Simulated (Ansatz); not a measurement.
**CH₄Ga (doublet): from Hartree-Fock to the top rungs, cc-pVDZ**

How much of the correlation energy of CH₄Ga (doublet) does each wave-function method recover here?

Method: cc-pVDZ, core rule «outside noble gas», up to 15 orbitals frozen; program: Ansatz 0.2.0, Gaussian basis.

To be run: UHF; CCSD(T) on ROHF; CCSD(T) on UHF; BCCD(T) on ROHF; CISD as a restricted active space (open shells left free, so some higher excitations enter); CCSDT(Q) on ROHF; CCSDT(Q) on UHF; CASSCF and MRCISD+Q, 9 electrons in 9 orbitals; CASSCF and NEVPT4(SD), 9 electrons in 9 orbitals; CASSCF and NEVPT2, 9 electrons in 9 orbitals.

20 further runs of the same task are left out: 1 for a known fault of the program, 10 that didn't finish, 9 set aside as unsound or not needed. Runs told in other sessions of the task aren't counted.

**1. The geometry**

The geometry is a PBE0/def2-TZVP stationary point (not a proven minimum). No spin-orbit coupling is included. The filled d shell of Ga may be among the frozen orbitals whatever the setting's name suggests.

6 atoms, charge 0, spin multiplicity 2.

Atoms are counted from 1 here; the program's logs count them from 0.

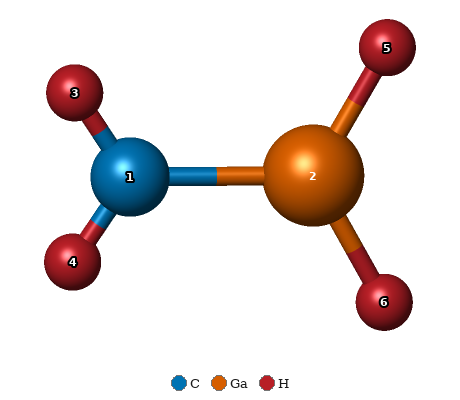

The geometry (carbon blue, gallium orange, hydrogen red); atoms are numbered from 1 in the order of the file.

In the tables R marks a restricted open-shell determinant and U an unrestricted one; 'frontier' is the active space of 9 electrons in 9 orbitals; energies count from the table's Hartree-Fock row.

**2. UHF**

in.yaml

```yaml
crystal:
  periodic: [false, false, false]
  atoms:
    - {symbol: C, position_ang: [0.000000, 0.000000, 1.624086]}
    - {symbol: Ga, position_ang: [0.000000, 0.000000, -0.312766]}
    - {symbol: H, position_ang: [0.000000, 0.908809, 2.221201]}
    - {symbol: H, position_ang: [0.000000, -0.908809, 2.221201]}
    - {symbol: H, position_ang: [0.000000, 1.367663, -1.079987]}
    - {symbol: H, position_ang: [0.000000, -1.367663, -1.079987]}
basis:
  gaussian: {orbitals: cc-pVDZ}
magnetization: {spin_polarized: true, initial_magnetization: 1}
hamiltonian: {xc: hf}
output: {orbitals: {seedname: orbitals}}
```

Started as:

```
$ ansatz run in.yaml --threads 1 --pin off --events-out ev --progress --plain --max-ram 2393MiB
```

What it wrote:

```text
Functional definition: HF
  name "HF"
  cite "Fock, Z. Phys. 61, 126 (1930) doi:10.1007/BF01340294"
  parent pbe
  exchange = exact_x
  correlation = 0
627 factors; integrals over basis functions are off by at most 1.2e-3 eV
mean field evaluation 1: about -53424.4910 eV, gradient 1.1e1 eV
mean field evaluation 2: about -53424.5145 eV, gradient 1.1e1 eV
mean field evaluation 4: about -53425.4651 eV, gradient 1.3e0 eV
mean field evaluation 8: about -53425.4810 eV, gradient 3.9e-3 eV
mean field -53425.48101038 eV, -1963.3502140396 hartree, gradient 4.4e-5 eV, S^2 0.759121; 0 other end points of the search recorded, 0 dependent functions left out
reference -53425.48101038 eV, -1963.3502140396 hartree; 21, 20 occupied and 40, 41 virtual orbitals, 627 factors
Total energy: -53425.48101038 eV, -1963.3502140396 hartree
```

It took 0.75 s on 1 thread of Arm Neoverse V1, shared host.

From the report: ⟨S²⟩ of the determinant 0.759 (pure doublet: 0.75).

**3. CCSD(T) on ROHF**

Changes to in.yaml since step 2:

```diff
@@ -11,4 +11,3 @@
   gaussian: {orbitals: cc-pVDZ}
-magnetization: {spin_polarized: true, initial_magnetization: 1}
-hamiltonian: {xc: hf}
-output: {orbitals: {seedname: orbitals}}
+magnetization: {spin_polarized: false, initial_magnetization: 1}
+correlation: {method: ccsd_t, electrons: outside_noble_gas}
```

Same command.

What it wrote, shortened:

```text
Functional definition: HF
  name "HF"
  cite "Fock, Z. Phys. 61, 126 (1930) doi:10.1007/BF01340294"
  parent pbe
[...]
627 factors; integrals over basis functions are off by at most 1.2e-3 eV
[...]
mean field -53425.38736078 eV, -1963.3467724804 hartree, gradient 7.1e-6 eV, S^2 0.750000; 0 other end points of the search recorded, 0 dependent functions left out
15 core orbitals not correlated: weight in the atoms' cores, before any rotation towards them, 0.995 or more for the frozen orbitals, at most 0.005 for the correlated occupied ones
reference -53425.38736078 eV, -1963.3467724804 hartree; 6, 5 occupied and 40, 41 virtual orbitals, 627 factors
second order -5.06300626 eV of doubles, -0.05658496 eV of singles
cycle   1  -5.83402183 eV  change   -7.1e-1 eV  update   5.9e-2
[...]
cycle   9  -6.09157502 eV  change    5.9e-6 eV  update   1.1e-5
perturbative correction -0.12789984 eV, -0.0047002325 hartree
Total energy: -53431.60683564 eV, -1963.5753339658 hartree
```

It took 2.3 s on 1 thread of Arm Neoverse V1, shared host.

From the report: correlation -6.2195 eV; T1 0.014; largest double amplitude 0.05.

**4. CCSD(T) on UHF**

Changes to in.yaml since step 3:

```diff
@@ -11,3 +11,3 @@
   gaussian: {orbitals: cc-pVDZ}
-magnetization: {spin_polarized: false, initial_magnetization: 1}
+magnetization: {spin_polarized: true, initial_magnetization: 1}
 correlation: {method: ccsd_t, electrons: outside_noble_gas}
```

Same command.

What it wrote, shortened:

```text
Functional definition: HF
  name "HF"
  cite "Fock, Z. Phys. 61, 126 (1930) doi:10.1007/BF01340294"
  parent pbe
[...]
627 factors; integrals over basis functions are off by at most 1.2e-3 eV
[...]
mean field -53425.48101038 eV, -1963.3502140396 hartree, gradient 3.0e-6 eV, S^2 0.759121; 0 other end points of the search recorded, 0 dependent functions left out
15 core orbitals not correlated: weight in the atoms' cores, before any rotation towards them, 0.994 or more for the frozen orbitals, at most 0.006 for the correlated occupied ones
reference -53425.48101038 eV, -1963.3502140396 hartree; 6, 5 occupied and 40, 41 virtual orbitals, 627 factors
second order -5.01978442 eV of doubles, -0.00000000 eV of singles
cycle   1  -5.73440145 eV  change   -7.1e-1 eV  update   6.0e-2
[...]
cycle  10  -6.00012648 eV  change    1.6e-6 eV  update   5.0e-6
perturbative correction -0.12629213 eV, -0.0046411503 hartree
Total energy: -53431.60742899 eV, -1963.5753557710 hartree
```

Wall time 2.1 s (1 thread of Arm Neoverse V1, shared host).

From the report: ⟨S²⟩ of the determinant 0.759 (pure doublet: 0.75); correlation -6.1264 eV; T1 0.012; largest double amplitude 0.05.

**5. BCCD(T) on ROHF**

Changes to in.yaml since step 4:

```diff
@@ -11,3 +11,3 @@
   gaussian: {orbitals: cc-pVDZ}
-magnetization: {spin_polarized: true, initial_magnetization: 1}
-correlation: {method: ccsd_t, electrons: outside_noble_gas}
+magnetization: {spin_polarized: false, initial_magnetization: 1}
+correlation: {method: bccd_t, electrons: outside_noble_gas}
```

Same command.

What it wrote, shortened:

```text
Functional definition: HF
  name "HF"
  cite "Fock, Z. Phys. 61, 126 (1930) doi:10.1007/BF01340294"
  parent pbe
[...]
627 factors; integrals over basis functions are off by at most 1.2e-3 eV
[...]
mean field -53425.38736078 eV, -1963.3467724804 hartree, gradient 7.1e-6 eV, S^2 0.750000; 0 other end points of the search recorded, 0 dependent functions left out
15 core orbitals not correlated: weight in the atoms' cores, before any rotation towards them, 0.995 or more for the frozen orbitals, at most 0.005 for the correlated occupied ones
reference -53425.38736078 eV, -1963.3467724804 hartree; 6, 5 occupied and 40, 41 virtual orbitals, 627 factors
second order -5.06300626 eV of doubles, -0.05658496 eV of singles
cycle   1  -5.84461998 eV  change   -7.2e-1 eV  update   5.9e-2
[...]
cycle   9  -6.08833527 eV  change    7.2e-6 eV  update   1.4e-5
perturbative correction -0.13146248 eV, -0.0048311570 hartree
Total energy: -53431.60715853 eV, -1963.5753458317 hartree
```

Run time: 2.7 s. Hardware: 1 thread of Arm Neoverse V1, shared host.

From the report: correlation -6.2198 eV; largest double amplitude 0.05.

**6. CISD as a restricted active space (open shells left free, so some higher excitations enter)**

Changes to in.yaml since step 5:

```diff
@@ -12,2 +12,2 @@
 magnetization: {spin_polarized: false, initial_magnetization: 1}
-correlation: {method: bccd_t, electrons: outside_noble_gas}
+correlation: {active_space: {ras: {orbitals: [5, 1, 40], electrons: 11, max_holes: 2, max_particles: 2}, fixed_orbitals: true}}
```

Launched as before.

What it wrote:

```text
Functional definition: HF
  name "HF"
  cite "Fock, Z. Phys. 61, 126 (1930) doi:10.1007/BF01340294"
  parent pbe
  exchange = exact_x
  correlation = 0
627 factors; integrals over basis functions are off by at most 1.2e-3 eV
mean field evaluation 1: about -53424.4987 eV, gradient 1.5e1 eV
mean field evaluation 2: about -53424.5217 eV, gradient 1.5e1 eV
mean field evaluation 4: about -53425.3740 eV, gradient 2.0e0 eV
mean field evaluation 8: about -53425.3874 eV, gradient 4.9e-4 eV
mean field -53425.38736078 eV, -1963.3467724804 hartree, gradient 7.1e-6 eV, S^2 0.750000; 0 other end points of the search recorded, 0 dependent functions left out
reference -53425.38736078 eV, -1963.3467724804 hartree; 21, 20 occupied and 40, 41 virtual orbitals, 627 factors
state -53431.04051703 eV, -1963.5545221406 hartree
Total energy: -53431.04051703 eV, -1963.5545221406 hartree
```

Run time: 3 s. Hardware: 1 thread of Arm Neoverse V1, shared host.

From the report: 30,034 determinants.

**7. CCSDT(Q) on ROHF**

Changes to in.yaml since step 6:

```diff
@@ -12,2 +12,2 @@
 magnetization: {spin_polarized: false, initial_magnetization: 1}
-correlation: {active_space: {ras: {orbitals: [5, 1, 40], electrons: 11, max_holes: 2, max_particles: 2}, fixed_orbitals: true}}
+correlation: {method: ccsdt_q, electrons: outside_noble_gas}
```

Launched as before.

What it wrote, shortened:

```text
Functional definition: HF
  name "HF"
  cite "Fock, Z. Phys. 61, 126 (1930) doi:10.1007/BF01340294"
  parent pbe
[...]
1198 factors; integrals over basis functions are off by at most 2.2e-7 eV
[...]
mean field -53425.38754691 eV, -1963.3467793206 hartree, gradient 8.4e-6 eV, S^2 0.750000; 0 other end points of the search recorded, 0 dependent functions left out
15 core orbitals not correlated: weight in the atoms' cores, before any rotation towards them, 0.995 or more for the frozen orbitals, at most 0.005 for the correlated occupied ones
reference -53425.38754691 eV, -1963.3467793206 hartree; 6, 5 occupied and 40, 41 virtual orbitals, 1198 factors
second order -5.06305288 eV of doubles, -0.05658491 eV of singles
cycle   1  -5.83403564 eV  change   -7.1e-1 eV  update   6.6e-2
[...]
cycle  15  -6.24160463 eV  change    4.4e-7 eV  update   4.0e-7
perturbative correction -0.00675607 eV, -0.0002482810 hartree
Total energy: -53431.63590761 eV, -1963.5764023410 hartree
```

It took 61 s on 1 thread of Arm Neoverse V1, shared host; peak memory 0.95 GiB.

From the report: correlation -6.2484 eV; T1 0.014; largest double amplitude 0.05.

**8. CCSDT(Q) on UHF**

Changes to in.yaml since step 7:

```diff
@@ -11,3 +11,3 @@
   gaussian: {orbitals: cc-pVDZ}
-magnetization: {spin_polarized: false, initial_magnetization: 1}
+magnetization: {spin_polarized: true, initial_magnetization: 1}
 correlation: {method: ccsdt_q, electrons: outside_noble_gas}
```

Same command.

What it wrote, shortened:

```text
Functional definition: HF
  name "HF"
  cite "Fock, Z. Phys. 61, 126 (1930) doi:10.1007/BF01340294"
  parent pbe
[...]
1198 factors; integrals over basis functions are off by at most 2.2e-7 eV
[...]
mean field -53425.48119634 eV, -1963.3502208738 hartree, gradient 1.3e-6 eV, S^2 0.759121; 0 other end points of the search recorded, 0 dependent functions left out
15 core orbitals not correlated: weight in the atoms' cores, before any rotation towards them, 0.994 or more for the frozen orbitals, at most 0.006 for the correlated occupied ones
reference -53425.48119634 eV, -1963.3502208738 hartree; 6, 5 occupied and 40, 41 virtual orbitals, 1198 factors
second order -5.01983081 eV of doubles, -0.00000000 eV of singles
cycle   1  -5.73441530 eV  change   -7.1e-1 eV  update   6.6e-2
[...]
cycle  15  -6.14882866 eV  change    5.6e-7 eV  update   4.6e-7
perturbative correction -0.00687367 eV, -0.0002526028 hartree
Total energy: -53431.63689868 eV, -1963.5764387621 hartree
```

It took 51 s on 1 thread of Arm Neoverse V1, shared host; peak memory 0.72 GiB.

From the report: ⟨S²⟩ of the determinant 0.759 (pure doublet: 0.75); correlation -6.1557 eV; T1 0.012; largest double amplitude 0.05.

**9. CASSCF and MRCISD+Q, 9 electrons in 9 orbitals**

Changes to in.yaml since step 8:

```diff
@@ -11,3 +11,3 @@
   gaussian: {orbitals: cc-pVDZ}
-magnetization: {spin_polarized: true, initial_magnetization: 1}
-correlation: {method: ccsdt_q, electrons: outside_noble_gas}
+magnetization: {spin_polarized: false, initial_magnetization: 1}
+correlation: {method: fic_mrcisd_q, electrons: outside_noble_gas, active_space: {window: {electrons: 9, orbitals: 9}}}
```

Launched as before.

What it wrote, shortened:

```text
Functional definition: HF
  name "HF"
  cite "Fock, Z. Phys. 61, 126 (1930) doi:10.1007/BF01340294"
  parent pbe
[...]
627 factors; integrals over basis functions are off by at most 1.2e-3 eV
[...]
mean field -53425.38736078 eV, -1963.3467724804 hartree, gradient 7.1e-6 eV, S^2 0.750000; 0 other end points of the search recorded, 0 dependent functions left out
reference -53425.38736078 eV, -1963.3467724804 hartree; 21, 20 occupied and 40, 41 virtual orbitals, 627 factors
state -53427.33035262 eV, -1963.4181761136 hartree
contracted CI cycle   1: correlation 0.00000000 eV, 0.0000000000 hartree, residual 1.66e1 eV
contracted CI cycle   2: correlation -3.85332994 eV, -0.1416072635 hartree, residual 3.30e0 eV
contracted CI cycle   3: correlation -4.01144626 eV, -0.1474179311 hartree, residual 7.73e-1 eV
[...]
contracted CI cycle   2: correlation -4.06105731 eV, -0.1492411034 hartree, residual 3.50e0 eV
contracted CI cycle   3: correlation -4.24386935 eV, -0.1559593219 hartree, residual 8.27e-1 eV
contracted CI cycle   4: correlation -4.25407893 eV, -0.1563345170 hartree, residual 2.09e-1 eV
contracted CI cycle   5: correlation -4.25470433 eV, -0.1563575000 hartree, residual 5.47e-2 eV
contracted CI cycle   6: correlation -4.25474799 eV, -0.1563591045 hartree, residual 1.83e-2 eV
contracted CI cycle   7: correlation -4.25475264 eV, -0.1563592757 hartree, residual 6.49e-3 eV
contracted CI cycle   8: correlation -4.25475324 eV, -0.1563592976 hartree, residual 2.03e-3 eV
contracted CI cycle   9: correlation -4.25475330 eV, -0.1563592998 hartree, residual 6.67e-4 eV
state -53427.06837016 eV, -1963.4085484357 hartree; corrected -53431.62890333 eV, -1963.5761449384 hartree
state -53427.33035262 eV, -1963.4181761136 hartree; corrected -53431.64091481 eV, -1963.5765863523 hartree
Total energy: -53431.64091481 eV, -1963.5765863523 hartree
```

It took 23 s on 1 thread of Arm Neoverse V1, shared host; peak memory 0.38 GiB.

From the report: 8,036 determinants; active occupations 1.98, 1.98, 1.98, 1.97, 1.00, 0.03, 0.02, 0.02, 0.02.

**10. CASSCF and NEVPT4(SD), 9 electrons in 9 orbitals**

Changes to in.yaml since step 9:

```diff
@@ -12,2 +12,2 @@
 magnetization: {spin_polarized: false, initial_magnetization: 1}
-correlation: {method: fic_mrcisd_q, electrons: outside_noble_gas, active_space: {window: {electrons: 9, orbitals: 9}}}
+correlation: {method: fic_nevpt4_sd, electrons: outside_noble_gas, active_space: {window: {electrons: 9, orbitals: 9}}}
```

Launched as before.

What it wrote, shortened:

```text
Functional definition: HF
  name "HF"
  cite "Fock, Z. Phys. 61, 126 (1930) doi:10.1007/BF01340294"
  parent pbe
[...]
627 factors; integrals over basis functions are off by at most 1.2e-3 eV
[...]
mean field -53425.38736078 eV, -1963.3467724804 hartree, gradient 7.1e-6 eV, S^2 0.750000; 0 other end points of the search recorded, 0 dependent functions left out
reference -53425.38736078 eV, -1963.3467724804 hartree; 21, 20 occupied and 40, 41 virtual orbitals, 627 factors
state -53427.33035262 eV, -1963.4181761136 hartree
state -53427.33035262 eV, -1963.4181761136 hartree; corrected -53431.51226328 eV, -1963.5718584956 hartree
state -53427.06837016 eV, -1963.4085484357 hartree
state -53427.06837016 eV, -1963.4085484357 hartree; corrected -53431.50208234 eV, -1963.5714843532 hartree
state -53427.33035262 eV, -1963.4181761136 hartree; corrected -53431.51226328 eV, -1963.5718584956 hartree
Total energy: -53431.51226328 eV, -1963.5718584956 hartree
```

Wall time 21 s (1 thread of Arm Neoverse V1, shared host); peak memory 0.38 GiB.

From the report: 8,036 determinants; active occupations 1.98, 1.98, 1.98, 1.97, 1.00, 0.03, 0.02, 0.02, 0.02.

**11. CASSCF and NEVPT2, 9 electrons in 9 orbitals**

Changes to in.yaml since step 10:

```diff
@@ -12,2 +12,2 @@
 magnetization: {spin_polarized: false, initial_magnetization: 1}
-correlation: {method: fic_nevpt4_sd, electrons: outside_noble_gas, active_space: {window: {electrons: 9, orbitals: 9}}}
+correlation: {method: sc_nevpt2, electrons: outside_noble_gas, active_space: {window: {electrons: 9, orbitals: 9}}}
```

Same command.

What it wrote, shortened:

```text
Functional definition: HF
  name "HF"
  cite "Fock, Z. Phys. 61, 126 (1930) doi:10.1007/BF01340294"
  parent pbe
[...]
627 factors; integrals over basis functions are off by at most 1.2e-3 eV
[...]
mean field -53425.38736078 eV, -1963.3467724804 hartree, gradient 7.1e-6 eV, S^2 0.750000; 0 other end points of the search recorded, 0 dependent functions left out
reference -53425.38736078 eV, -1963.3467724804 hartree; 21, 20 occupied and 40, 41 virtual orbitals, 627 factors
state -53427.33035262 eV, -1963.4181761136 hartree
state -53427.33035262 eV, -1963.4181761136 hartree; corrected -53430.52588656 eV, -1963.5356098200 hartree
state -53427.06837016 eV, -1963.4085484357 hartree
state -53427.06837016 eV, -1963.4085484357 hartree; corrected -53430.54477251 eV, -1963.5363038659 hartree
state -53427.06837016 eV, -1963.4085484357 hartree; corrected -53430.54477251 eV, -1963.5363038659 hartree
the orbitals are reached from a further start. From the first start the search ends at -53427.33031147 eV, -1963.4181746014 hartree
WARN: the results are in doubt because another end's mean lies 0.262 eV lower, and its corrected mean 0.019 eV higher
Total energy: -53430.54477251 eV, -1963.5363038659 hartree
In doubt: another end's mean lies 0.262 eV lower, and its corrected mean 0.019 eV higher
```

It took 18 s on 1 thread of Arm Neoverse V1, shared host.

From the report: 8,036 determinants; active occupations 1.99, 1.98, 1.97, 1.97, 1.00, 0.03, 0.02, 0.02, 0.02. Mind the lines of doubt at the end of the log.

**12. All levels against the top one**

The yardstick is UCCSDT(Q), where the cluster series has nearly closed. Rows without a time are mean-field rows or come out of runs for another level: lower rungs of the coupled-cluster runs, CASSCF and MRCISD of the multireference runs, or the Hartree-Fock search.

Differences are taken before rounding.

```tsv
method	energy from the lowest ROHF (kcal/mol)	from UCCSDT(Q) (kcal/mol)	time
ROHF	0.00	+144.12	
UHF	-2.16	+141.96	
RMP2	-118.06	+26.06	
UMP2	-117.92	+26.20	
RCCSD	-140.48	+3.64	
UCCSD	-140.53	+3.59	
RCCSD(T)	-143.42	+0.69	2.3 s
UCCSD(T)	-143.44	+0.68	2.1 s
BCCD(T)	-143.43	+0.69	2.7 s
RCCSDT	-143.94	+0.18	
UCCSDT	-143.96	+0.16	
RCCSDT(Q)	-144.09	+0.02	61 s
UCCSDT(Q)	-144.12	0	51 s
CASSCF frontier	-44.81	+99.31	
NEVPT4(SD) frontier	-141.24	+2.87	21 s
MRCISD frontier	-137.55	+6.57	
MRCISD+Q frontier	-144.21	-0.09	23 s
```

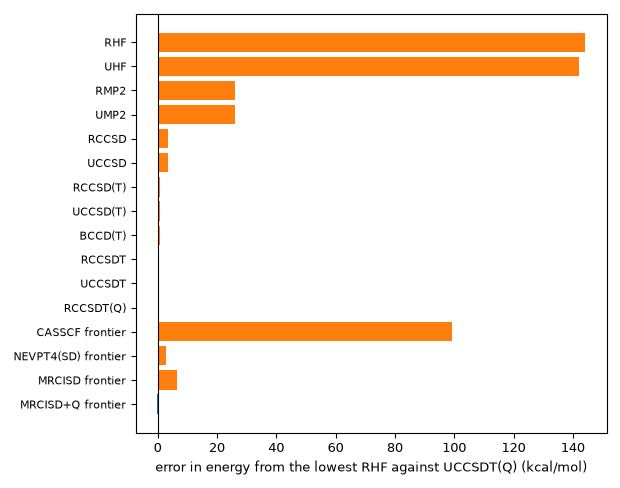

How far each level lands from UCCSDT(Q).

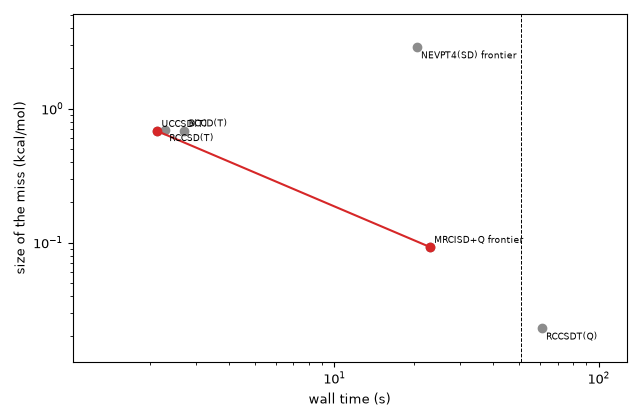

Miss against cost. Red marks the levels that no quicker level drawn beats (of those quicker than the yardstick), and the dashed line is the time of UCCSDT(Q). Times are from a shared host.

Not comparable, so not listed: CISD as a restricted active space (open shells left free, so some higher excitations enter); CASSCF and NEVPT2, 9 electrons in 9 orbitals (they don't share determinant, frozen orbitals or solution with the rows shown, or repeat one).

With the free atoms at the same levels and basis (separate runs), the atomisation energy is 15.840 eV at UCCSDT(Q), 15.830 eV at RCCSD(T), 15.826 eV at UCCSD(T), 13.004 eV at ROHF.

**13. Summary of results**

| quantity | value |
| --- | --- |
| UCCSDT(Q) from the ROHF energy | -6.2495 eV |
| RMP2 from UCCSDT(Q) | +26.06 kcal/mol |
| UMP2 from UCCSDT(Q) | +26.20 kcal/mol |
| RCCSD from UCCSDT(Q) | +3.64 kcal/mol |
| RCCSD(T) from UCCSDT(Q) | +0.69 kcal/mol |
| UCCSD(T) from UCCSDT(Q) | +0.68 kcal/mol |
| RCCSDT(Q) from UCCSDT(Q) | +0.02 kcal/mol |
| NEVPT4(SD) frontier from UCCSDT(Q) | +2.87 kcal/mol |
| MRCISD+Q frontier from UCCSDT(Q) | -0.09 kcal/mol |
| levels within 1 kcal/mol (43 meV) | RCCSD(T), UCCSD(T), BCCD(T), RCCSDT, UCCSDT, RCCSDT(Q), MRCISD+Q frontier |
| T1 diagnostic | 0.014 |

In words: RCCSD(T) lands +0.69 kcal/mol from the yardstick (0.5 % of the correlation energy). Of the multireference levels listed MRCISD+Q frontier comes nearest in total energy (-0.09 kcal/mol), which doesn't show that its space is the better one. These misses are within one basis, not against nature; the frozen cores of restricted and unrestricted runs differ, which can shift their rows.

MRCISD+Q frontier reaches 0.09 kcal/mol from the reference in 23 s, where UCCSDT(Q) took 51 s; the quickest level in the cost chart, UCCSD(T), takes 2.1 s and misses by 0.68 kcal/mol.
